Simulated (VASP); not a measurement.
Band structure of CoAl (space group Pm-3m). All values below come from PBE GGA, VASP's PBE PAW potentials (set 64) (plane waves; VASP 6.6.1).

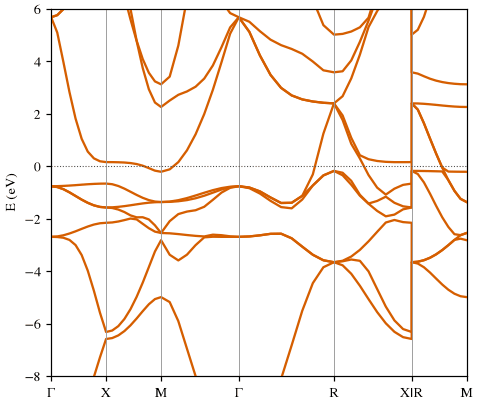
Fig. 1. Bands along high-symmetry lines, zero at the valence-band maximum or, without a gap, the Fermi level

Task: Read the plot: is there a gap, and where are the band edges?

Result: It has no gap at this level: it comes out as a metal or semimetal.

The structure is a typed CoAl crystal. The cell was not relaxed at this level. The run is not spin-polarised, so no magnetic state was tried.
